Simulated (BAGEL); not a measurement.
# AlCl3F− (SMILES [F][Al-]([Cl])([Cl])[Cl]): B3LYP/def2-SVP (density fitting with qzvpp-jkfit)

What is the energy change on altering one bond length of AlCl3F− at B3LYP/def2-SVP (density fitting with qzvpp-jkfit)? 

The calculation is run with BAGEL 1.2.2.

## Step 1: Starting point

AlCl3F−: 5 atoms, total charge -1, spin state singlet. SMILES: `[F][Al-]([Cl])([Cl])[Cl]`. Geometry: a GFN2-xTB relaxation, a rough one for these elements and not checked as a minimum.

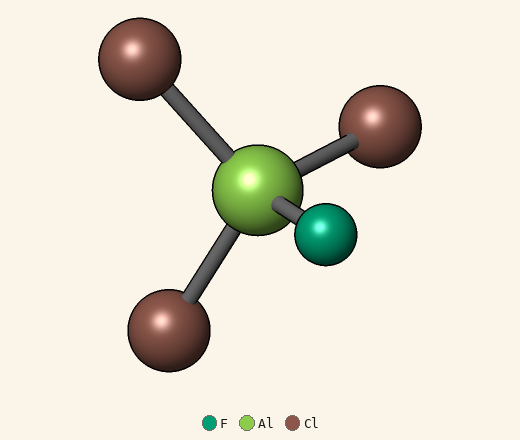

Viewed from a chosen angle; fluorine teal, aluminium green, chlorine brown.

## Step 2: A single-point energy at B3LYP/def2-SVP (density fitting with qzvpp-jkfit)

File calc.json:

```json
{ "bagel" : [

{
  "title" : "molecule",
  "basis" : "svp",
  "df_basis" : "qzvpp-jkfit",
  "angstrom" : true,
  "geometry" : [
    { "atom" : "F", "xyz" : [   -0.663180,   -0.084090,    1.637130 ] },
    { "atom" : "Al", "xyz" : [   -0.029700,   -0.004260,    0.070280 ] },
    { "atom" : "Cl", "xyz" : [    1.699900,   -1.208570,   -0.037160 ] },
    { "atom" : "Cl", "xyz" : [   -1.476100,   -0.701090,   -1.299310 ] },
    { "atom" : "Cl", "xyz" : [    0.469090,    1.998020,   -0.370950 ] }
  ]
},
{
  "title" : "ks",
  "xc_func" : "b3lyp",
  "charge" : -1
},
{
  "title" : "print",
  "file" : "orbitals.molden",
  "orbitals" : true
}

]}
```

Command:

```sh
$ BAGEL_NUM_THREADS=1 BAGEL calc.json > calc.out
```

The log of the run:

```text
* using 1 threads per process

  ===============================================================
  ===============================================================

  *** Geometry ***

  { "atom" : "F", "xyz" : [     -1.253229,     -0.158907,      3.093727 ] },
  { "atom" : "Al", "xyz" : [     -0.056125,     -0.008050,      0.132810 ] },
  { "atom" : "Cl", "xyz" : [      3.212345,     -2.283866,     -0.070222 ] },
  { "atom" : "Cl", "xyz" : [     -2.789425,     -1.324868,     -2.455340 ] },
  { "atom" : "Cl", "xyz" : [      0.886452,      3.775711,     -0.700994 ] },

  Number of auxiliary basis functions:      589

  Since a DF basis is specified, we compute 2- and 3-index integrals:
    o Being stored without compression. Storage requirement is 0.035 GB

  Number of basis functions:       86
  Number of electrons      :       73

    * METHOD: MOLECULE                             0.27

  *** Kohn-Sham DFT ***

    * Removing 9731 points whose weight is below 1.00e-10
    * Grid points: 64799

  === Nuclear Repulsion ===
   413.8748783560

       - DIIS with orbital gradients will be used.

  === KS iteration (b3lyp / svp) ===
      0      -1696.94122549          0.13208634           0.34
      1      -1709.82913694          0.09042792           0.33
      2      -1699.07593843          0.11627420           0.38
      3      -1720.34107149          0.05086024           0.38
      4      -1722.69816496          0.00474040           0.37
      5      -1722.71597598          0.00365904           0.31
      6      -1722.72695653          0.00102588           0.31
      7      -1722.72769128          0.00035298           0.31
      8      -1722.72776181          0.00005025           0.30
      9      -1722.72776351          0.00001050           0.31
     10      -1722.72776359          0.00000388           0.31
     11      -1722.72776361          0.00000045           0.31
     12      -1722.72776361          0.00000034           0.37
     13      -1722.72776361          0.00000004           0.38
     14      -1722.72776361          0.00000002           0.37
     15      -1722.72776361          0.00000001           0.35
    * SCF iteration converged.

    * Permanent dipole moment:
           (   -0.115865,    -0.013393,     0.295298) a.u.

    * METHOD: KS                                   5.66

    * METHOD: PRINT                                0.01

  ===============================================================
```

It took 6.3 s on 1 thread of Arm Neoverse V2, shared host; peak memory 0.34 GiB.

## Step 3: The distorted shape, same level

File input.json:

```json
{ "bagel" : [

{
  "title" : "molecule",
  "basis" : "svp",
  "df_basis" : "qzvpp-jkfit",
  "angstrom" : true,
  "geometry" : [
    { "atom" : "F", "xyz" : [       0.060041,       0.264335,       2.321945 ] },
    { "atom" : "Al", "xyz" : [       0.693521,       0.344165,       0.755095 ] },
    { "atom" : "Cl", "xyz" : [       2.423121,      -0.860145,       0.647655 ] },
    { "atom" : "Cl", "xyz" : [      -1.476100,      -0.701090,      -1.299310 ] },
    { "atom" : "Cl", "xyz" : [       1.192311,       2.346445,       0.313865 ] }
  ]
},

{ "title" : "ks", "xc_func" : "b3lyp", "charge" : -1 },

{ "title" : "print", "file" : "orbitals.molden", "orbitals" : true }

]}
```

Command:

```sh
$ BAGEL_NUM_THREADS=1 BAGEL input.json > input.out
```

The log of the run:

```text
* using 1 threads per process

  ===============================================================
  ===============================================================

  *** Geometry ***

  { "atom" : "F", "xyz" : [      0.113461,      0.499521,      4.387840 ] },
  { "atom" : "Al", "xyz" : [      1.310565,      0.650378,      1.426923 ] },
  { "atom" : "Cl", "xyz" : [      4.579035,     -1.625438,      1.223891 ] },
  { "atom" : "Cl", "xyz" : [     -2.789425,     -1.324868,     -2.455340 ] },
  { "atom" : "Cl", "xyz" : [      2.253141,      4.434138,      0.593119 ] },

  Number of auxiliary basis functions:      589

  Since a DF basis is specified, we compute 2- and 3-index integrals:
    o Being stored without compression. Storage requirement is 0.035 GB

  Number of basis functions:       86
  Number of electrons      :       73

    * METHOD: MOLECULE                             0.27

  *** Kohn-Sham DFT ***

    * Removing 8770 points whose weight is below 1.00e-10
    * Grid points: 65760

  === Nuclear Repulsion ===
   370.9510797672

       - DIIS with orbital gradients will be used.

  === KS iteration (b3lyp / svp) ===
      0      -1688.21408548          0.12160763           0.37
      1      -1593.07871408          0.09470227           0.39
      2      -1490.22677966          0.20014026           0.39
      3      -1692.87495800          0.09031479           0.38
      4      -1702.07268540          0.06519427           0.32
      5      -1706.00176810          0.05325515           0.32
      6      -1721.91768500          0.03119210           0.32
      7      -1719.13459677          0.07464350           0.32
      8      -1722.28388788          0.01756435           0.32
      9      -1722.51187985          0.00978706           0.33
     10      -1722.65079322          0.00351278           0.32
     11      -1722.66206419          0.00046239           0.32
     12      -1722.66222123          0.00013326           0.32
     13      -1722.66223069          0.00005351           0.32
     14      -1722.66223205          0.00002126           0.35
     15      -1722.66223231          0.00000270           0.39
     16      -1722.66223231          0.00000182           0.39
     17      -1722.66223232          0.00000043           0.37
     18      -1722.66223232          0.00000008           0.32
     19      -1722.66223232          0.00000002           0.32
     20      -1722.66223232          0.00000002           0.33
     21      -1722.66223232          0.00000000           0.32
    * SCF iteration converged.

    * Permanent dipole moment:
           (   -1.386270,    -0.609060,    -0.748551) a.u.

    * METHOD: KS                                   7.76

    * METHOD: PRINT                                0.01

  ===============================================================
```

Run time: 8.4 s. Hardware: 1 thread of Arm Neoverse V2, shared host; peak memory 0.34 GiB.

## Step 4: What came out

Level: B3LYP/def2-SVP (density fitting with qzvpp-jkfit).

```
                                                              quantity           value
                                             first shape: total energy  -1722.72776 Eh
                                              first shape: HOMO energy        -3.33 eV
                                              first shape: LUMO energy         5.83 eV
    first shape: HOMO–LUMO gap (to an unbound level, set by the basis)         9.16 eV
                                         distorted shape: total energy  -1722.66223 Eh
                                          distorted shape: HOMO energy        -2.05 eV
                                          distorted shape: LUMO energy         2.59 eV
distorted shape: HOMO–LUMO gap (to an unbound level, set by the basis)         4.64 eV
   energy change with the Al2–Cl4 bond stretched from 2.110 to 3.166 Å        1.783 eV
```

**Reading.** With the Al2–Cl4 bond stretched from 2.110 to 3.166 Å the energy rises by 1.78 eV (172 kJ/mol). The first shape isn't relaxed at this level, so the change isn't measured from a minimum.
